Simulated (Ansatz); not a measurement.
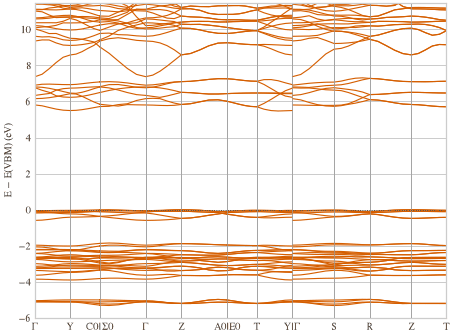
Band structure from r²SCAN (plane waves, PAW; program Ansatz)

Read off the gap and where the band edges lie.

About 5.5 eV (5.47 eV by a search for the band edges); maximum on the Σ0–Γ line, 18 % of the way from Σ0, minimum on the T–Y line, 60 % of the way from T.

The material is K2TeOF4 in space group Cmcm (No. 63; Pearson symbol oS32).

The first step of the workflow began from a Materials Project structure, measured or hypothetical; the Crystallography Open Database files this formula in space group No. 63, but the cells were not matched. Whether it is the stable phase at ambient conditions was not checked. The r²SCAN relaxation kept the symmetry of its start; whether a distortion lowers the energy is not shown. Scalar-relativistic: spin–orbit coupling is off unless named, which matters more the heavier the elements.

Potentials: the later of the program's two PAW sets.
